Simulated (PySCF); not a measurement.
# C$_{3}$H$_{9}$BrOSi$_{2}$: what the fields show

```xyz
16

C    -2.1887    1.3680    0.4499
C    -2.4303    0.1692   -0.0433
C    -1.3779   -0.7970   -0.4944
O    -0.0913   -0.2841   -0.3440
Si    1.2717   -1.0980   -0.0351
Si    2.6542    0.7176    0.0902
Br    4.6915   -0.0716    0.5412
H    -2.9824    2.0233    0.7623
H    -1.1826    1.7370    0.5556
H    -3.4387   -0.2057   -0.1539
H    -1.5381   -1.0431   -1.5538
H    -1.4820   -1.7319    0.0724
H     1.1449   -1.8974    1.1927
H     1.5900   -2.0632   -1.0988
H     2.4609    1.6860    1.1719
H     2.8912    1.4998   -1.1245
```

Geometry: GFN2-xTB.

Theory: CAM-B3LYP/def2-SVPD, SCF density, gas phase in PySCF 2.14.0.

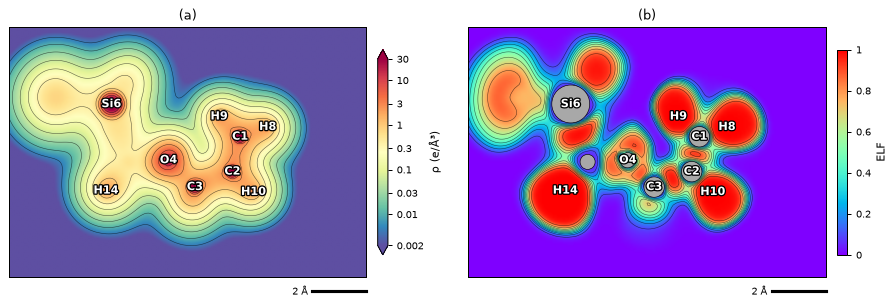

Figure 1. (a) electron density; (b) ELF on the plane of atoms C2, C3 and O4. Grey discs cover the atomic cores in the ELF map.

### What does the map show?

- The section cuts through C, O, Si and H sites.
- C–C (1.32 Å): ρ at the midpoint is about 2.4 e/Å³; the ELF peaks at about 0.95 between the atoms (a multiple bond).
- C–O (1.39 Å): ρ is about 2.1 e/Å³ halfway, with its minimum of 1.7 e/Å³ about 0.5 Å from C; the ELF peaks at about 0.90 between the atoms: a polar covalent bond.
- C–H (1.08 Å): ρ is about 2 e/Å³ halfway; the ELF climbs to about 1 towards the hydrogen, as it does in any bond to H; an ordinary covalent bond to hydrogen.
- C–C (1.50 Å): the density is about 1.8 e/Å³ at the midpoint; the ELF peaks at about 0.95 between the atoms: a shared electron pair.
- The ELF also peaks beside O4 and Br7, away from the bonds: lone-pair regions.

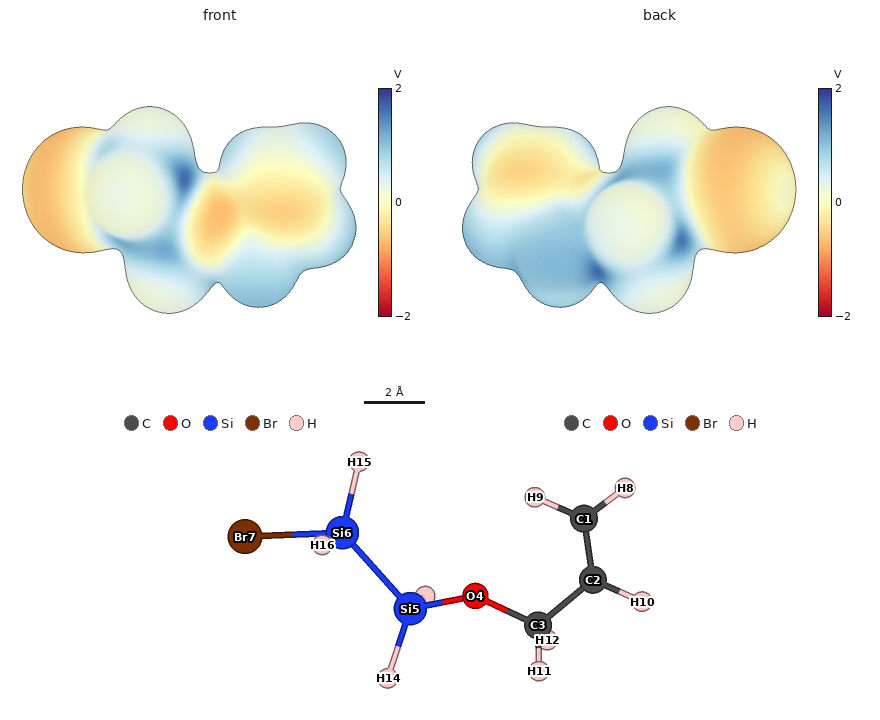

Figure 2. The electrostatic potential painted on the density surface at 0.002 e/bohr³, seen from the front and from behind; the colour scale runs from red (negative) to blue (positive). The bare structure is drawn below in the same view.

### Where is the surface potential most negative and most positive?

The most negative region (about −0.7 V) lies over O4 and Br7, the most positive (about +1.5 V) over Si5 and Si6.

### How polar is the molecule by this calculation?

Its dipole moment is 3.12 D.
